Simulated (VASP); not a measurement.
Band structure of Zr (hcp). Calculation: revPBE GGA, VASP's PBE PAW potentials (set 64) (plane waves; VASP).

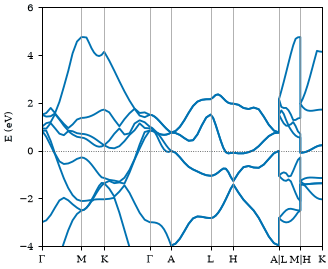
Bands along high-symmetry lines, zero at the valence-band maximum or, without a gap, the Fermi level

Read the plot: is there a gap, and where are the band edges?

It has no gap at this level: it comes out as a metal or semimetal. (Edges off the drawn lines would not show.)

The compound is Zr in the hcp structure. It was relaxed first.
